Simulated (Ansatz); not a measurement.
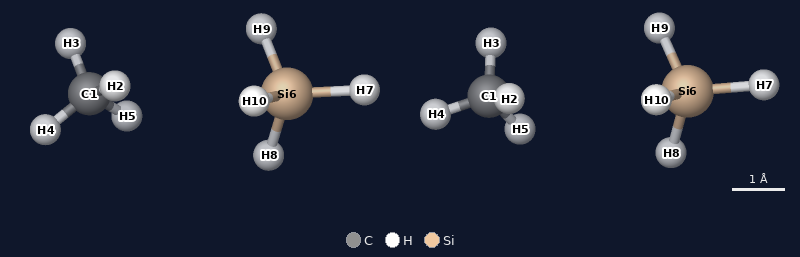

Two geometries of CH8Si, drawn at one scale. One is the start of a relaxation, the other its converged end. The picture is a ball-and-stick view, seen face on.

Method: RKS PBE0-D4/def2-TZVP (Ansatz). Settings: force threshold 0.005 eV/Å; at most 200 steps.

**Which one is relaxed?**

The right one is the relaxed one. H3 moves most after the best rigid fit: 0.40 Å. By element the largest moves are H 0.40 Å, Si 0.05 Å, C 0.05 Å. Near-neighbour distances that change, for instance: Si6–H7 1.504 → 1.485 Å, Si6–H10 1.503 → 1.485 Å, C1–H2 1.106 → 1.090 Å. Over 14 accepted moves (18 points after the start) the energy falls by 0.033 eV. Largest force component: 0.49 eV/Å at the start, 0.0019 eV/Å at the end. The line search rejected the trial steps at points 4, 6, 7, 10 of the run. The forces were under the threshold at step 2, but the run went on from there.

Limits of the set-up: the start holds two separate molecules, 2.8 Å apart at their closest, whose relative position is a soft coordinate.
